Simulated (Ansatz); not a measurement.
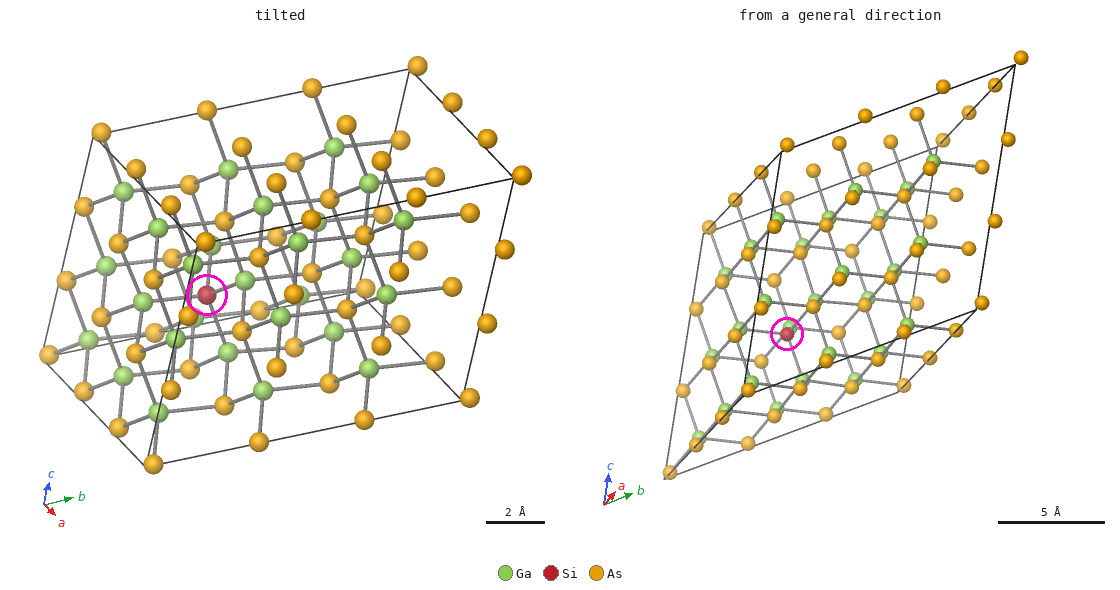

The crystal in a ball-and-stick representation, seen slightly off an axis and from a general direction. The frame is the supercell; atoms at its boundary are shown with their periodic copies. The host is GaAs, in a cell of 54 sites, and the cell carries a charge of -1. A ring marks the defect's site.

Question: What kind of defect was put in?

Answer: Silicon on an arsenic site (a substitutional impurity). It is bonded to four Ga in a tetrahedral arrangement at about 2.3 Å.

The atoms were relaxed in the host's cell with DFT LDA, scalar-relativistic, plane waves, PAW (Ansatz 0.2.0).
